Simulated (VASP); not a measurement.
Band structure of InGaN₂ (space group P3m1). Method: modified Becke-Johnson potential (mBJ) with spin-orbit coupling, VASP's PBE PAW potentials (set 64) (plane waves; VASP).

mBJ is a potential without an energy functional, so only the levels count.

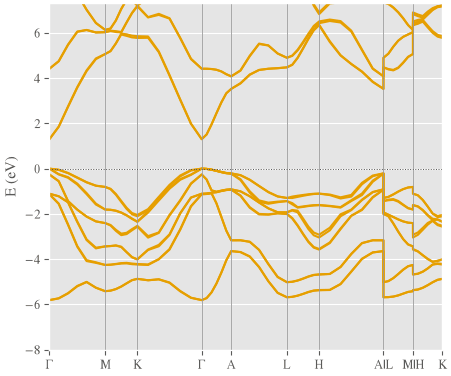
Fig. 1. Bands along high-symmetry lines, zero at the valence-band maximum or, without a gap, the Fermi level

Q: Read the plot: is there a gap, and where are the band edges?

A: The gap is direct, 1.30 eV, from the valence maximum at Γ to the conduction minimum at Γ.

The structure comes from a computed database's InGaN2 entry (P3m1); how it stands against other phases isn't given here. It was relaxed first. The cell's shape comes from a PBE relaxation.
